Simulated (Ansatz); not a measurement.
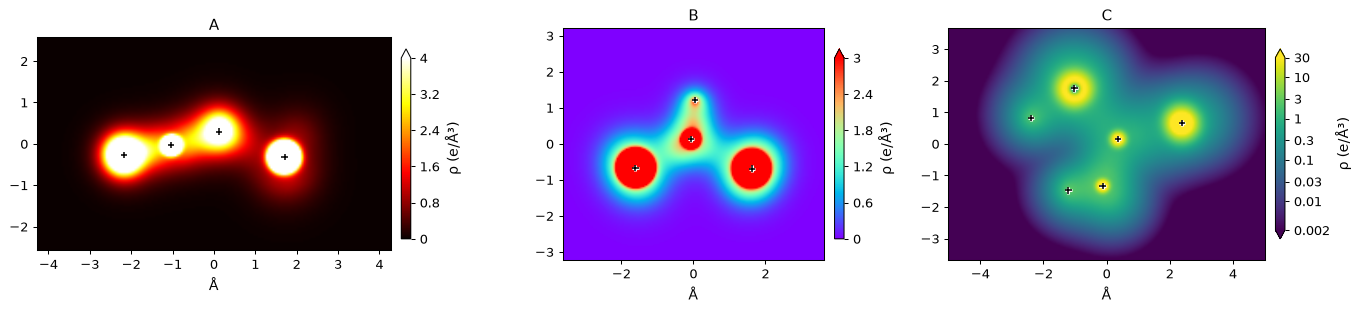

The electron density of 3 systems, each on a plane through atoms (crosses mark nuclei in the plane).

The calculation used RKS PBE0-D4/def2-TZVPP (Ansatz).

System 1: CHBrSe (SMILES [Se]=CBr), the molecular plane. Geometry: PBE0-D4/def2-TZVP.

```xyz
4

Se    0.8783   -0.7649    1.3029
C    -0.0556   -0.1454   -0.0229
Br    0.0182    1.5884   -0.7349
H    -0.7854   -0.7384   -0.5654
```

System 2: CH₂NOP, the plane of atoms C2, N3 and P4. Geometry: PBE0-D4/def2-TZVP.

```xyz
6

O     1.2327   -2.0740    1.2548
C     0.7666   -1.1603    0.7031
N     0.3769   -0.1859    0.1244
P    -1.0366    0.5804   -0.4324
H    -0.5681    0.8908   -1.7381
H    -0.7295    1.8849    0.0420
```

System 3: CH₆BGaTe (SMILES C[B]([GaH2])[TeH]), the plane of atoms B2, C1 and H7. Geometry: PBE0-D4/def2-TZVP; core potentials replace the inner electrons of Te.

```xyz
10

C    -0.1853    1.3351   -0.0459
B     0.0451   -0.2030   -0.2443
Ga    0.1468   -1.5371    1.3577
Te    0.2654   -1.0336   -2.1879
H     0.6038    1.7500    0.5932
H    -1.1190    1.5033    0.5046
H    -0.2222    1.9234   -0.9654
H    -1.1394   -2.2359    1.9460
H     1.5073   -1.8954    2.0708
H     0.0975    0.3933   -3.0287
```

Question: Match each panel to its system.

Answer: Panel A is system 2, CH₂NOP: the plane holds O, C, N and P. C–O (1.16 Å): the density is about 3.7 e/Å³ at the midpoint. Panel B is system 1, CHBrSe: the plane holds Se, C, Br and H. C–Se (1.74 Å): ρ at the midpoint is about 1.4 e/Å³. Panel C is system 3, CH₆BGaTe: the plane holds C, B, Ga, Te and H. C–B (1.57 Å): the density is about 1.4 e/Å³ at the midpoint.
